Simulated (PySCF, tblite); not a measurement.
# C₉H₂₇NSi₃: geometry, infrared bands, NMR shifts and electronic excitations, part 2 of 2

tblite 0.8.0 and PySCF 2.14.0. Atoms count from 0.

## 5. Nuclear shieldings: PBE0/pcSseg-1

The job: settings as JSON, then the geometry in Å.

```
{"job": {"kind": "nmr", "xc": "PBE0", "basis": "pcSseg-1"}, "charge": 0, "multiplicity": 1}
C     -1.680739     2.294505    -0.343943
Si    -0.886398     0.855751    -1.268445
C      0.081544     1.470549    -2.763016
C     -2.305451    -0.139556    -2.011306
N      0.121979    -0.092639    -0.161703
Si     1.492458     0.691299     0.643068
C      3.045151    -0.374631     0.597811
C      1.033117     1.134173     2.417459
C      2.011263     2.300508    -0.191420
Si    -0.507444    -1.615404     0.491215
C      0.701617    -2.470817     1.658261
C     -0.834829    -2.889065    -0.857642
C     -2.072225    -1.292567     1.492213
H     -2.312392     2.895398    -1.017731
H     -2.321511     1.906984     0.464500
H     -0.942522     2.969135     0.114184
H     -0.629782     1.786816    -3.543154
H      0.695566     0.656105    -3.179207
H      0.740492     2.321600    -2.548830
H     -2.964691    -0.624223    -1.277712
H     -2.920616     0.575699    -2.582042
H     -1.948433    -0.902671    -2.718287
H      3.195028    -0.781207    -0.415053
H      3.918158     0.252816     0.840185
H      3.032027    -1.213790     1.304932
H      0.195787     1.850396     2.418830
H      1.882634     1.605031     2.937814
H      0.721349     0.260029     3.008028
H      1.210699     3.045231    -0.301001
H      2.789777     2.747240     0.448943
H      2.461177     2.122369    -1.179091
H      0.162523    -3.329155     2.092273
H      1.577611    -2.868282     1.125055
H      1.053550    -1.849964     2.493971
H      0.019934    -2.938879    -1.550731
H     -1.741467    -2.694056    -1.444492
H     -0.946333    -3.881227    -0.390728
H     -1.842947    -0.636663     2.347376
H     -2.860351    -0.802151     0.901913
H     -2.486737    -2.233460     1.888527
```

Method: GIAO PBE0/pcSseg-1 NMR shielding, non-relativistic, gas phase.

Log:

```text
coarse grid: 32448 points
cycle   1  E = -1281.3803016213  dE =  5.705e-01  |g| = 9.299e-01  |ddm| = 5.551e+00
cycle   2  E = -1281.3174669956  dE =  6.283e-02  |g| = 1.056e+00  |ddm| = 1.670e+00
cycle   3  E = -1281.5903293807  dE = -2.729e-01  |g| = 1.363e-01  |ddm| = 1.033e+00
cycle   4  E = -1281.5943867416  dE = -4.057e-03  |g| = 3.448e-02  |ddm| = 1.707e-01
cycle   5  E = -1281.5946452418  dE = -2.585e-04  |g| = 8.169e-03  |ddm| = 3.454e-02
cycle   6  E = -1281.5946618148  dE = -1.657e-05  |g| = 5.209e-04  |ddm| = 1.136e-02
cycle   7  E = -1281.5946618858  dE = -7.103e-08  |g| = 1.566e-04  |ddm| = 1.053e-03
final grid: 292688 points
cycle   8  E = -1281.6684443922  dE = -1.186e-04  |g| = 1.368e-02  |ddm| = 6.848e-02
cycle   9  E = -1281.6684352500  dE =  9.142e-06  |g| = 1.508e-02  |ddm| = 2.286e-02
cycle  10  E = -1281.6684919842  dE = -5.673e-05  |g| = 4.268e-04  |ddm| = 1.167e-02
cycle  11  E = -1281.6684920096  dE = -2.539e-08  |g| = 2.390e-04  |ddm| = 1.014e-03
cycle  12  E = -1281.6684920232  dE = -1.366e-08  |g| = 1.146e-04  |ddm| = 4.389e-04
cycle  13  E = -1281.6684920259  dE = -2.632e-09  |g| = 3.634e-05  |ddm| = 1.326e-04
cycle  14  E = -1281.6684920261  dE = -2.710e-10  |g| = 2.526e-06  |ddm| = 3.241e-05
converged SCF energy = -1281.6684920261

GIAO shielding tensors (ppm)
atom      isotropic    diamagn.    paramagn.     s11        s22        s33       span
  0 C      179.816     259.568     -79.752    172.388    178.351    188.710     16.323
  1 Si     346.758     885.527    -538.768    328.651    341.770    369.854     41.203
  2 C      179.047     257.981     -78.934    169.819    179.224    188.098     18.278
  3 C      177.617     259.507     -81.890    169.066    179.260    184.524     15.459
  4 N      213.194     345.325    -132.132    204.814    205.138    229.629     24.815
  5 Si     346.685     885.539    -538.854    328.833    341.643    369.578     40.746
  6 C      179.012     257.998     -78.986    169.792    179.174    188.070     18.278
  7 C      179.934     259.543     -79.608    172.581    178.442    188.780     16.199
  8 C      177.675     259.520     -81.845    169.312    179.137    184.575     15.263
  9 Si     346.766     885.529    -538.762    328.693    341.658    369.948     41.255
 10 C      177.669     259.522     -81.853    169.284    179.135    184.589     15.305
 11 C      179.068     257.973     -78.905    169.909    179.238    188.058     18.149
 12 C      179.867     259.563     -79.696    172.445    178.431    188.723     16.278
 13 H       31.386      31.702      -0.316     26.970     28.025     39.163     12.193
 14 H       31.037      36.033      -4.996     27.192     30.177     35.742      8.550
 15 H       30.839      35.938      -5.099     26.095     30.657     35.765      9.670
 16 H       31.444      31.244       0.200     26.420     29.119     38.793     12.373
 17 H       31.131      34.623      -3.492     27.716     29.354     36.323      8.606
 18 H       30.851      34.771      -3.920     25.296     31.096     36.161     10.865
 19 H       30.798      35.830      -5.032     26.241     30.614     35.539      9.298
 20 H       31.423      31.843      -0.420     26.937     28.824     38.508     11.571
 21 H       30.965      35.128      -4.162     26.923     29.950     36.022      9.099
 22 H       31.138      34.638      -3.500     27.733     29.358     36.324      8.591
 23 H       31.446      31.260       0.186     26.436     29.098     38.805     12.369
 24 H       30.847      34.821      -3.974     25.265     31.103     36.173     10.908
 25 H       31.037      35.959      -4.922     27.164     30.156     35.792      8.628
 26 H       31.387      31.674      -0.287     26.991     27.999     39.170     12.179
 27 H       30.840      35.965      -5.126     26.104     30.662     35.753      9.650
 28 H       30.807      35.825      -5.018     26.247     30.619     35.554      9.308
 29 H       31.419      31.817      -0.398     26.933     28.806     38.519     11.586
 30 H       30.970      35.159      -4.190     26.938     29.979     35.993      9.055
 31 H       31.418      31.834      -0.416     26.926     28.818     38.509     11.583
 32 H       30.972      35.113      -4.141     26.945     29.937     36.035      9.091
 33 H       30.800      35.853      -5.053     26.249     30.625     35.525      9.275
 34 H       31.136      34.601      -3.465     27.718     29.323     36.368      8.650
 35 H       30.849      34.818      -3.969     25.285     31.092     36.171     10.887
 36 H       31.448      31.248       0.200     26.454     29.095     38.794     12.339
 37 H       31.036      35.961      -4.925     27.173     30.140     35.795      8.622
 38 H       30.839      35.990      -5.151     26.093     30.668     35.755      9.662
 39 H       31.391      31.710      -0.319     27.005     28.008     39.160     12.155
```

It took 2 min on 2 threads of Intel Xeon Platinum 8488C, shared host; peak memory 2.9 GiB.

The references, computed at this level on geometries of the same kind, shield at (ppm): ¹H TMS 31.27, ¹³C TMS 184.4, ²⁹Si TMS 352.0, ¹⁵N NH3 265.7. Their shielding less the atom's gives the shift. The references are single molecules in the gas phase, so shifts against H2O, NH3, PH3, H3PO4 or CFCl3 are not on the usual liquid scales and can be off by tens of ppm. Atoms listed in one row are averaged.

| atoms | environment | σ (ppm) | δ (ppm) | δ scaled to CDCl3 |
| --- | --- | --- | --- | --- |
| C0, C2, C3, C6, C7 and 4 more | methyl carbon bonded to Si | 178.9 | 5.6 | 4.9 |
| H13, H14, H15, H16, H17 and 22 more | hydrogen on a methyl carbon bonded to Si | 31.10 | 0.17 | 0.38 |
| Si1, Si5, Si9 | silicon bonded to 3 C, N | 346.7 | 5.3 | – |
| N4 | nitrogen bonded to 3 Si | 213.2 | 52.5 | – |

The scaled column applies a straight-line fit of computed shieldings to shifts measured in CDCl3 (root-mean-square error 0.21 ppm for H, 2.0 ppm for C).

Charges from the same density, by scheme (e):

| atoms | Mulliken | IAO | Hirshfeld | ESP fit |
| --- | --- | --- | --- | --- |
| C0, C2, C3, C6, C7 and 4 more | -0.64 | -0.72 | -0.22 | -0.83 |
| Si1, Si5, Si9 | 1.04 | 1.17 | 0.42 | 1.39 |
| N4 | -1.16 | -1.00 | -0.35 | -1.35 |

ESP fit charges:

C0 -0.81; Si1 1.38; C2 -0.83; C3 -0.82; N4 -1.35; Si5 1.39; C6 -0.85; C7 -0.81; C8 -0.82; Si9 1.39; C10 -0.83; C11 -0.85; C12 -0.82; H13 0.16; H14 0.17; H15 0.17; H16 0.16; H17 0.18; H18 0.18; H19 0.17; H20 0.16; H21 0.18; H22 0.18; H23 0.17; H24 0.18; H25 0.17; H26 0.16; H27 0.17; H28 0.17; H29 0.16; H30 0.18; H31 0.16; H32 0.18; H33 0.17; H34 0.18; H35 0.18; H36 0.17; H37 0.17; H38 0.17; H39 0.16

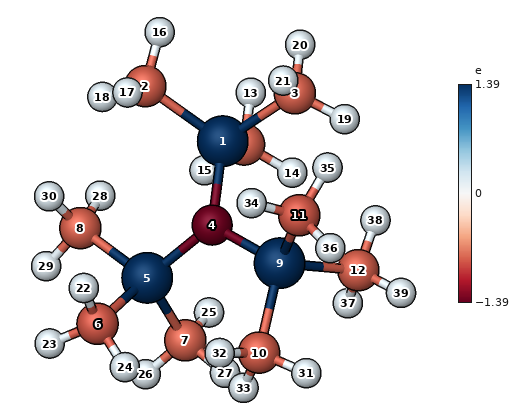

ESP fit charges, as colours on the atoms.

Mayer bond orders: C0–Si1 0.99, Si1–C2 0.98, Si1–C3 0.95, Si1–N4 0.85, N4–Si5 0.85, Si5–C6 0.98, Si5–C7 0.99, Si5–C8 0.95, N4–Si9 0.85, Si9–C10 0.95, Si9–C11 0.98, Si9–C12 0.99.

## 6. Excited states and response: CAM-B3LYP/def2-SVPD

Settings changed since step 5:

```diff
@@ -1,2 +1,2 @@
-{"job": {"kind": "nmr", "xc": "PBE0", "basis": "pcSseg-1"}, "charge": 0, "multiplicity": 1}
+{"job": {"kind": "uv", "xc": "CAM-B3LYP", "basis": "def2-SVPD", "ip": false}, "charge": 0, "multiplicity": 1}
 C     -1.680739     2.294505    -0.343943
```

Method: TDDFT CAM-B3LYP/def2-SVPD, vertical, gas phase, core orbitals frozen in the response.

Log:

```text
coarse grid: 32448 points
cycle   1  E = -1281.5018490956  dE =  8.000e-01  |g| = 7.683e-01  |ddm| = 1.490e+01
cycle   2  E = -1281.5278194132  dE = -2.597e-02  |g| = 7.134e-01  |ddm| = 2.777e+00
cycle   3  E = -1281.6463871687  dE = -1.186e-01  |g| = 1.180e-01  |ddm| = 1.524e+00
cycle   4  E = -1281.6491415027  dE = -2.754e-03  |g| = 4.665e-02  |ddm| = 3.363e-01
cycle   5  E = -1281.6496736574  dE = -5.322e-04  |g| = 4.602e-03  |ddm| = 1.170e-01
cycle   6  E = -1281.6496795373  dE = -5.880e-06  |g| = 1.170e-03  |ddm| = 2.229e-02
final grid: 292688 points
cycle   7  E = -1281.8413987739  dE = -1.007e-04  |g| = 5.919e-03  |ddm| = 3.192e-01
cycle   8  E = -1281.8414017421  dE = -2.968e-06  |g| = 5.122e-03  |ddm| = 4.412e-02
cycle   9  E = -1281.8414084153  dE = -6.673e-06  |g| = 2.806e-04  |ddm| = 1.206e-02
cycle  10  E = -1281.8414084271  dE = -1.174e-08  |g| = 2.808e-04  |ddm| = 2.516e-03
cycle  11  E = -1281.8414084451  dE = -1.806e-08  |g| = 3.439e-05  |ddm| = 7.494e-04
cycle  12  E = -1281.8414084455  dE = -3.347e-10  |g| = 8.221e-06  |ddm| = 1.736e-04
converged SCF energy = -1281.8414084455

Static polarisability (au): isotropic 186.138, principal 173.890 192.239 192.284

Singlet excitations
state   eV       nm        f      main configurations
  1   6.7891    182.6   0.08015   H->L 0.93
  2   7.4503    166.4   0.00022   H->L+3 0.45, H->L+6 0.35
  3   7.4930    165.5   0.00133   H->L+1 0.85
  4   7.4941    165.4   0.00130   H->L+2 0.85
  5   7.6291    162.5   0.00558   H->L+3 0.45, H->L+6 0.39
  6   8.0229    154.5   0.04471   H->L+4 0.38, H->L+11 0.09
  7   8.0254    154.5   0.04773   H->L+5 0.39, H->L+10 0.09
  8   8.0671    153.7   0.07537   H->L+7 0.24, H-3->L 0.17
  9   8.0697    153.6   0.07100   H->L+8 0.23, H-2->L 0.16
 10   8.1102    152.9   0.00176   H-1->L 0.64

Triplet excitations (Tamm-Dancoff, eV): 6.6549 7.1150 7.3888 7.4221
```

Run time: 5.5 min. Hardware: 2 threads of Intel Xeon Platinum 8488C, shared host; peak memory 5.1 GiB.

Frontier orbitals and where they lie:

| orbital | eV | atoms |
| --- | --- | --- |
| HOMO−3 | -9.64 | C3 16 %, C10 12 %, N4 12 % |
| HOMO−2 | -9.64 | C8 18 %, N4 12 %, Si5 11 % |
| HOMO−1 | -9.59 | C8 12 %, C3 12 %, C10 11 % |
| HOMO | -8.08 | N4 46 %, C12 6 %, C0 6 % |
| LUMO | 1.05 | C7 4 %, C0 4 %, C2 4 % |
| LUMO+1 | 1.64 | C3 8 %, H20 6 %, C6 6 % |
| LUMO+2 | 1.64 | H31 7 %, C10 7 %, Si9 6 % |

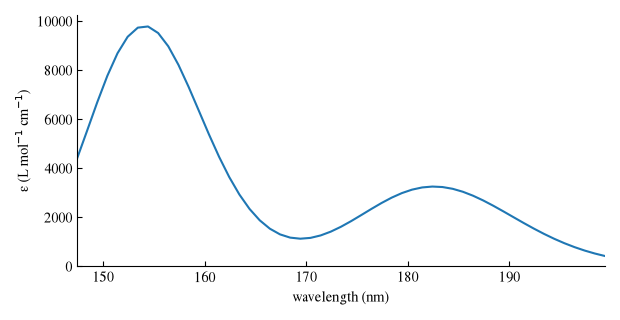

Absorption spectrum: each of the 10 states is a Gaussian band of 0.4 eV half-width at 1/e. Beyond the last state computed it falls off for lack of states.

Ground-state properties from the same run:

| property | computed |
| --- | --- |
| dipole moment (D) | 0.04 |
| polarisability (Å³) | 27.58 |
| HOMO–LUMO gap (eV) | 9.13 |
| −ε(HOMO) (eV) | 8.08 |

## 7. NMR shieldings: wB97X-D/pcSseg-1

Settings changed since step 6:

```diff
@@ -1,2 +1,2 @@
-{"job": {"kind": "uv", "xc": "CAM-B3LYP", "basis": "def2-SVPD", "ip": false}, "charge": 0, "multiplicity": 1}
+{"job": {"kind": "nmr", "xc": "wB97X-D", "basis": "pcSseg-1", "pop": false}, "charge": 0, "multiplicity": 1}
 C     -1.680739     2.294505    -0.343943
```

Level: GIAO wB97X-D/pcSseg-1 NMR shielding, non-relativistic, gas phase.

Log:

```text
coarse grid: 32448 points
cycle   1  E = -1282.1995305449  dE =  9.679e-01  |g| = 6.933e-01  |ddm| = 5.449e+00
cycle   2  E = -1282.2464060777  dE = -4.688e-02  |g| = 5.749e-01  |ddm| = 9.988e-01
cycle   3  E = -1282.3186486607  dE = -7.224e-02  |g| = 9.675e-02  |ddm| = 5.083e-01
cycle   4  E = -1282.3204269323  dE = -1.778e-03  |g| = 4.298e-02  |ddm| = 1.156e-01
cycle   5  E = -1282.3208744130  dE = -4.475e-04  |g| = 2.469e-03  |ddm| = 4.595e-02
cycle   6  E = -1282.3208763018  dE = -1.889e-06  |g| = 1.167e-03  |ddm| = 6.878e-03
final grid: 292688 points
cycle   7  E = -1282.4101994749  dE = -4.787e-04  |g| = 8.420e-03  |ddm| = 6.484e-02
cycle   8  E = -1282.4102081568  dE = -8.682e-06  |g| = 6.771e-03  |ddm| = 1.333e-02
cycle   9  E = -1282.4102171331  dE = -8.976e-06  |g| = 1.360e-03  |ddm| = 5.526e-03
cycle  10  E = -1282.4102174993  dE = -3.663e-07  |g| = 6.756e-04  |ddm| = 1.897e-03
cycle  11  E = -1282.4102176127  dE = -1.133e-07  |g| = 9.091e-05  |ddm| = 7.766e-04
cycle  12  E = -1282.4102176154  dE = -2.678e-09  |g| = 1.990e-05  |ddm| = 1.633e-04
cycle  13  E = -1282.4102176155  dE = -1.833e-10  |g| = 6.726e-06  |ddm| = 6.071e-05
converged SCF energy = -1282.4102176155

GIAO shielding tensors (ppm)
atom      isotropic    diamagn.    paramagn.     s11        s22        s33       span
  0 C      179.976     260.003     -80.028    172.718    178.734    188.476     15.758
  1 Si     347.049     885.495    -538.447    329.204    341.954    369.988     40.785
  2 C      179.274     258.324     -79.050    170.344    179.640    187.837     17.492
  3 C      177.892     259.811     -81.918    169.742    179.061    184.874     15.132
  4 N      215.482     347.382    -131.901    207.907    208.201    230.337     22.430
  5 Si     346.977     885.509    -538.533    329.409    341.788    369.732     40.323
  6 C      179.241     258.342     -79.101    170.320    179.586    187.816     17.496
  7 C      180.085     259.978     -79.892    172.900    178.817    188.539     15.639
  8 C      177.948     259.825     -81.876    169.979    178.955    184.911     14.932
  9 Si     347.041     885.495    -538.455    329.230    341.821    370.072     40.842
 10 C      177.927     259.816     -81.889    169.926    178.929    184.926     15.000
 11 C      179.298     258.312     -79.013    170.439    179.654    187.802     17.363
 12 C      180.022     259.999     -79.976    172.769    178.812    188.486     15.717
 13 H       31.497      31.642      -0.145     27.115     28.142     39.235     12.120
 14 H       31.167      36.436      -5.269     27.322     30.309     35.870      8.547
 15 H       30.968      36.307      -5.339     26.234     30.774     35.896      9.662
 16 H       31.560      31.187       0.373     26.563     29.238     38.880     12.317
 17 H       31.252      34.901      -3.649     27.837     29.488     36.430      8.594
 18 H       30.980      35.041      -4.061     25.431     31.225     36.282     10.851
 19 H       30.936      36.174      -5.237     26.400     30.740     35.669      9.268
 20 H       31.531      31.808      -0.277     27.067     28.929     38.596     11.530
 21 H       31.092      35.359      -4.267     27.069     30.068     36.139      9.069
 22 H       31.258      34.915      -3.657     27.853     29.490     36.431      8.578
 23 H       31.562      31.203       0.359     26.578     29.216     38.892     12.314
 24 H       30.976      35.096      -4.120     25.402     31.231     36.294     10.892
 25 H       31.166      36.354      -5.188     27.294     30.287     35.918      8.624
 26 H       31.498      31.616      -0.118     27.138     28.115     39.242     12.104
 27 H       30.970      36.341      -5.371     26.244     30.779     35.885      9.641
 28 H       30.944      36.169      -5.225     26.405     30.744     35.683      9.278
 29 H       31.528      31.780      -0.252     27.063     28.911     38.609     11.546
 30 H       31.096      35.394      -4.298     27.084     30.096     36.107      9.023
 31 H       31.527      31.802      -0.275     27.057     28.924     38.599     11.542
 32 H       31.099      35.344      -4.246     27.092     30.056     36.148      9.055
 33 H       30.939      36.202      -5.263     26.411     30.752     35.655      9.244
 34 H       31.256      34.873      -3.617     27.838     29.456     36.474      8.637
 35 H       30.978      35.091      -4.112     25.420     31.220     36.294     10.874
 36 H       31.563      31.188       0.375     26.597     29.214     38.879     12.282
 37 H       31.166      36.357      -5.191     27.303     30.271     35.922      8.619
 38 H       30.970      36.366      -5.396     26.235     30.786     35.887      9.652
 39 H       31.502      31.651      -0.149     27.150     28.123     39.232     12.082
```

Wall time 2.6 min (2 threads of Intel Xeon Platinum 8488C, shared host); peak memory 3.2 GiB.

In short: δ C0 5.5, Si1 5.9, N4 48.5, H13 0.16 ppm (means over like atoms).

## 8. Comparing the runs: NMR shifts

Shifts (ppm), means over like atoms, with basis size and wall time:

| run | C0 | H13 | Si1 | N4 | functions | time |
| --- | --- | --- | --- | --- | --- | --- |
| PBE0/pcSseg-1 | 5.6 | 0.17 | 5.3 | 52.5 | 377 | 2 min |
| wB97X-D/pcSseg-1 | 5.5 | 0.16 | 5.9 | 48.5 | 377 | 2.6 min |

## 9. What came out

The summary covers parts 1 to 2.

| quantity | value |
| --- | --- |
| strongest single infrared mode (GFN2-xTB) | 922 cm⁻¹, 1091 km/mol |
| zero-point energy (GFN2-xTB) | 214.1 kcal/mol |
| point group | C3 |
| rotational constants (main isotopes) | 0.55, 0.55, 0.38 GHz |
| ¹³C shifts against TMS (PBE0/pcSseg-1, means over atoms taken as alike) | 5.6 ppm |
| ¹H shifts against TMS (PBE0/pcSseg-1, means over atoms taken as alike) | 0.17 ppm |
| ²⁹Si shifts against TMS (PBE0/pcSseg-1, means over atoms taken as alike) | 5.3 ppm |
| ¹⁵N shifts against NH3 (PBE0/pcSseg-1) | 52.5 ppm |
| lowest singlet (CAM-B3LYP/def2-SVPD) | 6.79 eV (183 nm), f = 0.080 |
| lowest triplet | 6.65 eV |
| range of the shift of N4 | 48.5 to 52.5 ppm |

In words: Relaxing lowered the energy by 0.029 eV in 21 steps; the close pair that moved most is C6–H22, from 1.069 to 1.085 Å (GFN2-xTB). All 114 modes are real, so the xTB geometry is a minimum. GFN2-xTB is a fitted tight-binding method: band positions and strengths are rough. Its intensities can rank the bands wrongly. The start of the PBE0/def2-SVP relaxation was shaken at random by about 0.01 Å, so part of the energy gained, and of the first lengths quoted, undoes that. Over 16 steps the energy fell by 0.364 eV; of the close pairs, Si5–C6 changed most, 1.925 to 1.884 Å (PBE0/def2-SVP). At PBE0/pcSseg-1: Shielding is most anisotropic at Si1, Si5, Si9 (span 41 ppm, paramagnetic term -539 ppm). The first singlet state (HOMO→LUMO 0.93) lies at 6.79 eV and is bright; of the 10 states computed, the strongest absorption comes from states 8 to 9 together at 8.07 eV. The lowest triplet lies 0.13 eV below the lowest singlet (triplets in Tamm-Dancoff, singlets in full TDDFT). Across the 2 runs the shift of N4 moves most, between 48.5 (wB97X-D/pcSseg-1) and 52.5 ppm (PBE0/pcSseg-1). Part of that comes from the computed reference.
